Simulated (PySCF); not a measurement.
## A study: Br₃In, SMILES `Br[In](Br)Br`

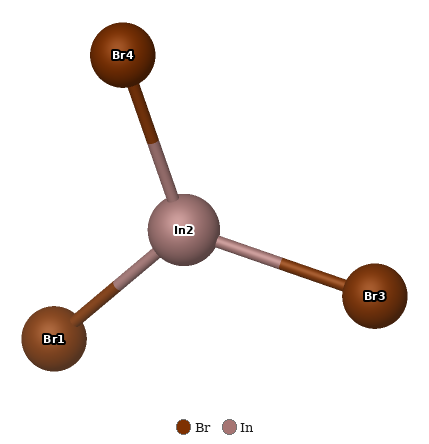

The molecule, with its atoms numbered as below. No frequency check shows the geometry to be a minimum.

Geometry (Å), atoms numbered from 1:

```
Br1      1.4074   -2.0564    0.0000
In2     -0.0011    0.0000    0.0000
Br3      1.0780    2.2466    0.0000
Br4     -2.4838   -0.1902    0.0000
```

## 1. Bonding charge

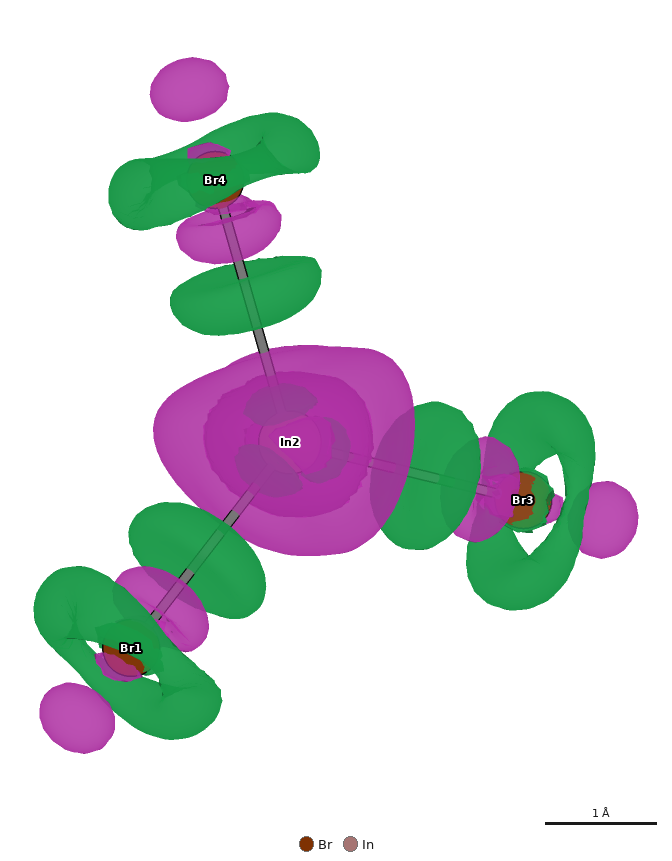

Deformation density (molecule less spherical, spin-averaged free atoms at the same positions), surfaces at ±0.04 e/Å³; green: gain, purple: loss.

Computed with PySCF, PBE/def2-TZVP, geometry: GFN2-xTB. Core potentials replace the inner electrons of In; spin–orbit coupling isn't included.

Q: How much density has each bond gained at its critical point, relative to the free atoms?

A: In2–Br4, In2–Br3 and Br1–In2: +0.06 e/Å³ at the bond critical point (bond length 2.49 Å, Mayer order 1.0). In all, 1.0 electrons gather in the regions of gain relative to the promolecule. A small or negative value marks a very polar bond, one between electron-rich atoms, whose free-atom densities already overlap strongly, a long bond to a heavier atom, or a closed-shell contact such as a hydrogen bond.

Q: Where do the Hirshfeld charges lie?

A: The highest Hirshfeld charge is on In2 (+0.47 e), the lowest on Br1, Br3 and Br4 (−0.16 e).

## 2. Bond critical points

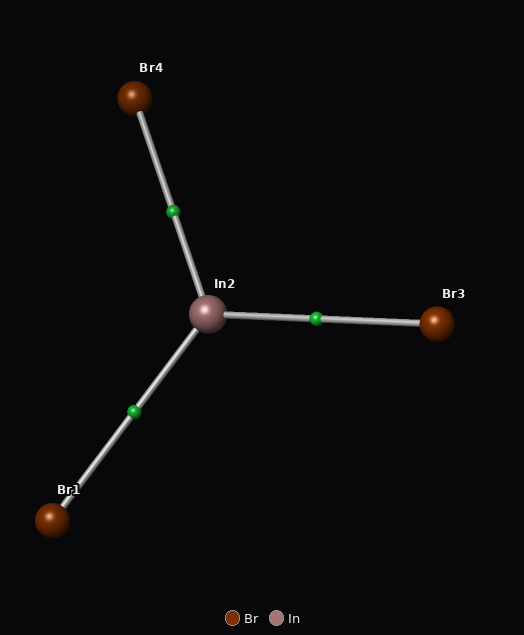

Molecular graph of the electron density (QTAIM): bond paths, bond critical points (green), ring points (magenta, if any); weak paths are dashed.

Q: How many critical points of each kind are there, and does the count close?

A: 4 nuclei, 3 bond, 0 ring and 0 cage critical points: 4 − 3 + 0 − 0 = 1, as the Poincaré–Hopf relation requires.

Q: Tabulate density, Laplacian, ellipticity and energy density at the bond critical points (atomic units).

A:
| bond | length (Å) | ρ (a.u.) | ∇²ρ (a.u.) | ε | H (a.u.) |
| --- | --- | --- | --- | --- | --- |
| In2–Br4 (3 alike) | 2.490 | 0.073 | +0.13 | 0.01 | −0.020 |

Q: What kind of interaction is In2–Br4?

A: Polar or intermediate (positive Laplacian, negative energy density H): ρ = 0.073, ∇²ρ = +0.13, H = −0.020 a.u.

## 3. Local ionisation energy

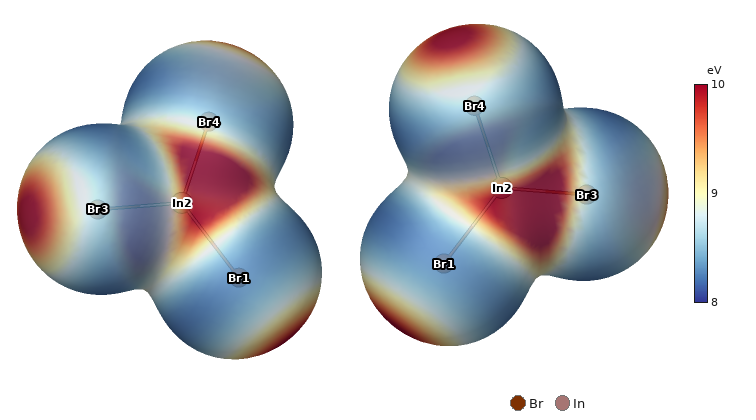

Average local ionisation energy on the surface of electron density 0.001 a.u. (back view left, front view right).

Q: Locate the minima of the map.

A: The lowest value is 8.2 eV, 2.3 Å from Br1, and at like points elsewhere. For comparison, the highest occupied orbital lies at −7.4 eV.

Q: What volume does the surface enclose, and what is the dipole moment?

A: About 156 Å³; the dipole moment is 0.0 D.

## 4. In an electric field

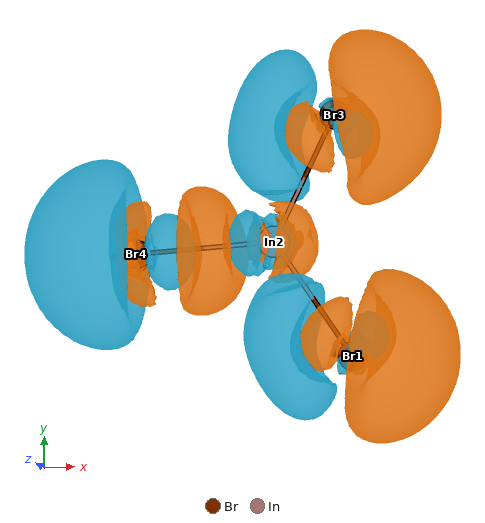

Change of the electron density in a uniform field of 0.21 V/Å, surfaces at ±0.001 e/Å³ (light blue: gain, orange: loss).

Computed with PySCF, PBE/def2-TZVP, geometry: GFN2-xTB. Core potentials replace the inner electrons of In; spin–orbit coupling isn't included. A basis without diffuse functions makes polarisabilities too small.

Q: Along which Cartesian direction does the field point?

A: Along +x: electrons gather on the −x side, against the field.

Q: What dipole is induced, and what polarisability does it imply?

A: The induced dipole is 1.26 D (along the field); α along this axis, from the fields in both directions, is 124 bohr³ (18.4 Å³).

Q: Which atoms gain and lose the most charge?

A: Electrons gather most on Br4 (Hirshfeld charge changes by −0.040 e) and leave Br1 most (+0.023 e); 0.078 electrons are displaced in all.

## 5. Removing or adding an electron

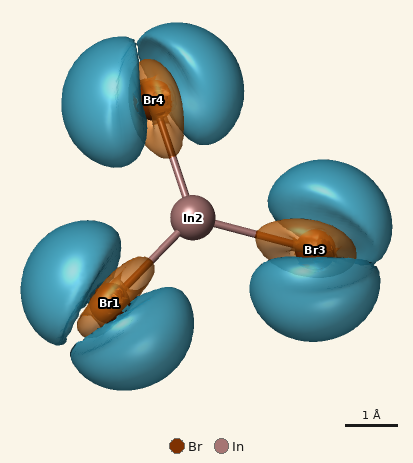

Fukui function f⁻ = ρ(N) − ρ(N−1) at fixed geometry, surfaces at ±0.008 e/Å³ (light blue positive, orange negative).

PySCF calculation, PBE/def2-TZVP, gas phase; geometry: GFN2-xTB. Core potentials replace the inner electrons of In; spin–orbit coupling isn't included.

Q: On which atoms does the density change most on removal of an electron?

A: f⁻ (Hirshfeld-condensed) is largest on Br1, Br3 and Br4 (0.30 each); the vertical ionisation energy is 9.94 eV (the stability of the cation's solution wasn't checked). Condensed values hint at sites of electrophilic attack but needn't mark the atom that reacts. Orbital relaxation makes it negative in places (0.09 e in all).
